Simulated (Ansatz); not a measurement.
The calculation's input:

```
crystal:
  periodic: [false, false, false]
  atoms:
    - {symbol: C, position_ang: [-3.667283, -0.060283, -1.289436]}
    - {symbol: C, position_ang: [-3.918998, 1.250449, -1.294472]}
    - {symbol: Sn, position_ang: [-4.051205, 0.553295, 0.730629]}
    - {symbol: H, position_ang: [-3.423613, -0.795618, -2.066367]}
    - {symbol: H, position_ang: [-3.963977, 2.017950, -2.077178]}
basis:
  gaussian: {orbitals: def2-TZVPD}
hamiltonian: {xc: pbe0}
output: {forces: true, orbitals: {seedname: orbitals}}
```

Launched as:

```sh
ansatz run input.yaml --threads 1 --pin off --max-ram 2610MiB --events-out events.jsonl --progress --plain --runs-dir runs
```

Geometry: PBE0-D3(BJ)/def2-SVP; core potentials replace the inner electrons of Sn.

Theory: isolated molecule in a Gaussian basis; Kohn-Sham density functional theory, functional PBE0 (Ansatz 0.2.0).

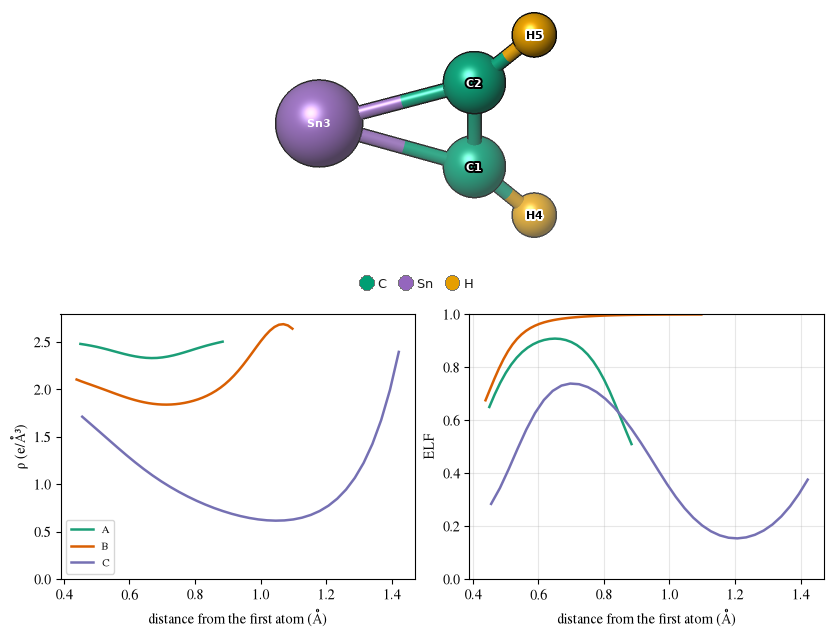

C₂H₂Sn (SMILES [CH]1=[Sn]=[CH]1). Electron density and ELF along straight lines between neighbouring atoms. The curves leave out the atomic cores. The structure is drawn too.

Q: Which curve belongs to which contact (C–C, C–H and C–Sn)? The first atom named is at distance zero.

A: Curve A: C–C (1.33 Å): the density is about 2.3 e/Å³ at the midpoint; the ELF peaks at about 0.90 between the atoms: a short, multiple covalent bond. Curve B: C–H (1.10 Å): ρ is about 2 e/Å³ halfway; the ELF climbs to about 1 towards the hydrogen, as it does in any bond to H (an ordinary covalent bond to hydrogen). Curve C: C–Sn (2.15 Å): ρ is about 0.62 e/Å³ halfway; the ELF peaks at about 0.75 in the valence shell of C, 0.7 Å from its nucleus, and drops to about 0.15 between the two atoms.
